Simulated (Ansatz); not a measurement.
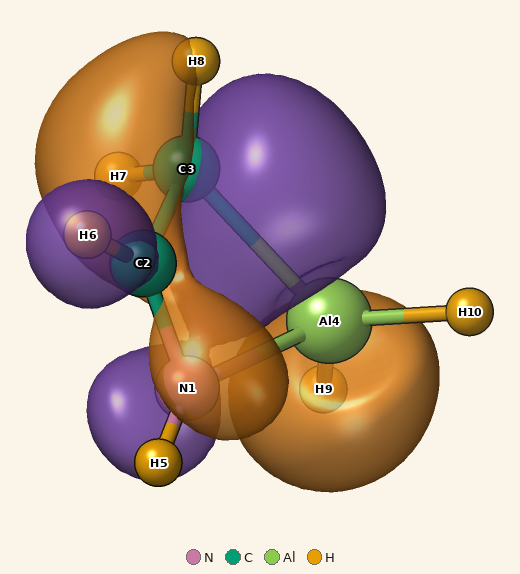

The picture shows: C2H6AlN. The HOMO at ±0.1 Å⁻³ᐟ² (orange and purple are the two phases), seen at an oblique angle.

The calculation used RKS BLYP/def2-SVP (Ansatz 0.2.0).

| atom | x (Å) | y (Å) | z (Å) |
| --- | --- | --- | --- |
| N | -1.5290 | -1.0673 | -0.6568 |
| C | -0.6651 | -0.0867 | -0.5264 |
| C | 0.6027 | -0.5150 | 0.0805 |
| Al | -0.4978 | -2.1986 | 0.6797 |
| H | -2.4300 | -0.8748 | -1.1110 |
| H | -0.9410 | 0.9655 | -0.7689 |
| H | 1.2714 | -0.9669 | -0.6840 |
| H | 1.1548 | 0.2637 | 0.6361 |
| H | -0.0347 | -3.6325 | 0.1409 |
| H | -1.2630 | -2.0565 | 2.0779 |

Describe this orbital and give its energy.

Answer. Its weight (Hirshfeld) is mainly on C3 (about 40 %), Al4 (about 20 %), H9 (about 15 %), N1 (about 10 %) and C2 (about 10 %). Its energy is −5.79 eV.
